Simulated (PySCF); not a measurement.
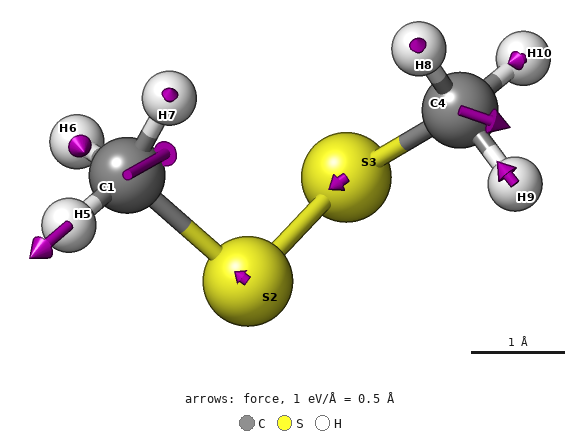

Starting geometry of C2H6S2 with the computed forces as purple arrows. Style: ball-and-stick. Shown from a free direction.

The start comes from GFN2-xTB. Its atoms were then displaced at random by about 0.01 Å.

The calculation used PySCF, PBE0-D3(BJ)/def2-TZVP geometry optimisation, gas phase. 

What follows when this structure is relaxed?

It isn't relaxed: the largest force vector, on C1, is 2.33 eV/Å. The final displacements have little in common with the starting forces (cosine between the two patterns 0.24). The atom that moves furthest after the best rigid fit is H9 (0.12 Å). Largest moves by element: H 0.12 Å, S 0.08 Å, C 0.05 Å. Some distances before and after: C1–H5 1.052 → 1.092 Å, C1–S2 1.839 → 1.805 Å, C1–H6 1.110 → 1.089 Å, S3–C4 1.788 → 1.805 Å. Among the angles between lasting bonds that change: S2–C1–H6 107.4° → 110.6°, H9–C4–H10 107.1° → 109.4°, H5–C1–H6 111.6° → 109.4°. Over 3 geometry steps the energy falls by 0.082 eV.
